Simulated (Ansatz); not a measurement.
# triplet GeTe: levels of theory compared

We compute a comparison of 6 runs (UHF/STO-3G, U-r2SCAN/def2-TZVP, U-revPBE/def2-TZVP, U-wB97M-V/def2-TZVP, USVWN5/def2-TZVP, UCCSD/def2-TZVP) of triplet GeTe. 

The calculation is run with Ansatz 0.2.0.

37 further runs of the same task are left out: 1 that didn't finish, 36 set aside as unsound or not needed.

**1. The structure to begin with**

The species is GeTe (2 atoms), meant as a triplet with charge 0. As SMILES of the parent species, `[Ge][Te]`. The bond length is the one measured for the parent species. That shape belongs to the parent species and isn't relaxed for this state.

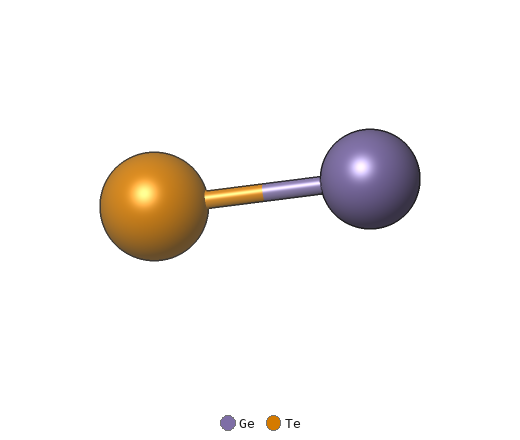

Viewed from a chosen angle; germanium purple, tellurium orange.

**2. The energy at UHF/STO-3G (run 1)**

job.yaml

```yaml
crystal:
  periodic: [false, false, false]
  atoms:
    - {symbol: Ge, position_ang: [0.000000, 0.000000, 0.000000]}
    - {symbol: Te, position_ang: [0.000000, 0.000000, 2.340165]}
basis:
  gaussian: {orbitals: STO-3G}
magnetization: {spin_polarized: true, initial_magnetization: 2}
hamiltonian: {xc: hf}
accuracy: high
output: {orbitals: {seedname: orbitals}}
```

The run is started by

```bash
$ ansatz run job.yaml --threads 1 --pin off --max-ram 3480MiB --events-out events.jsonl --progress --plain --runs-dir runs
```

Output:

```text
Warning: RAYON_NUM_THREADS=1 ignored (pool sized by the plan → 1); use --threads N
Functional definition: HF
  name "HF"
  exchange = exact_x
  correlation = 0
564 factors; integrals over basis functions are off by at most 4.8e-9 eV
mean field evaluation 1: about -233984.1174 eV, gradient 8.9e0 eV
mean field evaluation 2: about -233984.1570 eV, gradient 8.9e0 eV
mean field evaluation 4: about -233985.3686 eV, gradient 1.1e0 eV
mean field evaluation 8: about -233985.5009 eV, gradient 4.1e-1 eV
mean field evaluation 16: about -233985.6002 eV, gradient 1.2e-7 eV
mean field evaluation 32: about -233985.6002 eV, gradient 1.4e-8 eV
mean field evaluation 64: about -233984.9534 eV, gradient 3.2e0 eV
mean field evaluation 96: about -233985.8597 eV, gradient 4.2e-1 eV
mean field evaluation 128: about -233983.8307 eV, gradient 6.2e0 eV
mean field evaluation 160: about -233976.1123 eV, gradient 1.4e1 eV
mean field evaluation 192: about -233985.4068 eV, gradient 2.5e0 eV
mean field evaluation 224: about -233981.5668 eV, gradient 6.6e0 eV
mean field evaluation 256: about -233985.4622 eV, gradient 4.1e-1 eV
mean field -233985.91918208 eV, -8598.8239285890 hartree, gradient 1.4e-8 eV, S^2 2.004527; 10 other end points of the search recorded, 0 dependent functions left out
reference -233985.91918208 eV, -8598.8239285890 hartree; 43, 41 occupied and 2, 4 virtual orbitals, 564 factors
Total energy: -233985.91918208 eV, -8598.8239285890 hartree
```

Run time: 6.3 s. Hardware: 1 thread of Arm Neoverse V1, shared host; peak memory 0.14 GiB.

**3. A single-point energy at U-r2SCAN/def2-TZVP (core potential) (run 2)**

in.yaml

```yaml
crystal:
  periodic: [false, false, false]
  atoms:
    - symbol: Ge
      position_ang: [0.000000, 0.000000, 0.000000]
    - symbol: Te
      position_ang: [0.000000, 0.000000, 2.340165]
basis:
  gaussian:
    orbitals: def2-TZVP
hamiltonian:
  xc: {name: r2SCAN}
magnetization:
  spin_polarized: true
  initial_magnetization: 2
output: {orbitals: {seedname: orbitals}}
accuracy: high
```

The run is started by

```bash
$ ansatz run in.yaml --threads 1 --pin off --max-ram 3480MiB --events-out events.jsonl --progress --plain --runs-dir runs
```

Output (excerpt; [...] marks lines left out):

```text
Warning: RAYON_NUM_THREADS=1 ignored (pool sized by the plan → 1); use --threads N
Functional definition: r2SCAN
  name "r2SCAN"
[...]
1505 factors; integrals over basis functions are off by at most 4.6e-9 eV
[...]
mean field -63812.63969932 eV, -2345.0712551893 hartree, gradient 2.1e-8 eV, S^2 2.012508; 13 other end points of the search recorded, 0 dependent functions left out
reference -63812.63970298 eV, -2345.0712553238 hartree; 29, 27 occupied and 69, 71 virtual orbitals, 1505 factors
Total energy: -63812.63970298 eV, -2345.0712553238 hartree
```

It took 1.7 min on 1 thread of Arm Neoverse V1, shared host; peak memory 0.38 GiB.

Runs 3 to 5 aren't shown in full; the table further down has their settings and results.

**4. The energy at UCCSD/def2-TZVP (core potential) (run 6)**

run.yaml

```yaml
crystal:
  periodic: [false, false, false]
  atoms:
    - {symbol: Ge, position_ang: [0.000000, 0.000000, 0.000000]}
    - {symbol: Te, position_ang: [0.000000, 0.000000, 2.340165]}
basis:
  gaussian:
    orbitals: def2-TZVP
magnetization:
  spin_polarized: true
  initial_magnetization: 2
correlation:
  method: ccsd
  frozen_orbitals: {Ge: 9, Te: 4}
accuracy: high
scf:
  omitted_lower_state_checks: [cluster_reference, increment]
```

The run is started by

```bash
$ ansatz run run.yaml --threads 1 --pin off --max-ram 3480MiB --events-out events.jsonl --progress --plain --runs-dir runs
```

Output:

```text
Warning: RAYON_NUM_THREADS=1 ignored (pool sized by the plan → 1); use --threads N
[... 20 lines left out ...]
13 core orbitals not correlated: weight in the atoms' cores, before any rotation towards them, 1.000 or more for the frozen orbitals, at most 0.000 for the correlated occupied ones
[... 26 lines left out ...]
Total energy: -63755.50370370 eV, -2342.9715460783 hartree
Checks for a lower state left out: cluster_reference, increment
```

Wall time 50 s (1 thread of Arm Neoverse V1, shared host); peak memory 0.7 GiB.

**5. The series**

| run | level | core potential | frozen core orbitals | energy (Eh) | HOMO energy (eV) | ⟨S²⟩ | wall time |
| --- | --- | --- | --- | --- | --- | --- | --- |
| 1 | UHF/STO-3G | none | – | -8598.823929 | -4.44 | 2.005 | 6.3 s |
| 2 | U-r2SCAN/def2-TZVP (core potential) | def2-TZVP | – | -2345.071255 | -4.04 | 2.013 | 1.7 min |
| 3 | U-revPBE/def2-TZVP (core potential) | def2-TZVP | – | -2344.864026 | -3.69 | 2.006 | 38 s |
| 4 | U-wB97M-V/def2-TZVP (core potential) | def2-TZVP | – | -2344.836400 | -6.52 | 2.006 | 3.5 min |
| 5 | USVWN5/def2-TZVP (core potential) | def2-TZVP | – | -2341.448954 | -3.73 | 2.002 | 29 s |
| 6 | UCCSD/def2-TZVP (core potential) | def2-TZVP | 13 | -2342.971546 | – | 2.029 | 50 s |

**6. What came out**

| quantity | value |
| --- | --- |
| run 6: total energy | -2342.97155 Eh |
| run 6: correlation energy (13 core orbitals frozen) | -621.1 mEh |
| run 6: ⟨S²⟩ of the reference determinant | 2.029 |
| run 6: T1 diagnostic | 0.014 |

What this shows: Totals of different functionals can't be ranked against each other. Some runs of one species differ in core potentials or relativity; totals across that change don't compare. In run 1 the basis is minimal, so the values are rough. In run 1 relativity is left out where basis or elements ask for it. All runs together took 7.3 min, the longest 3.5 min.
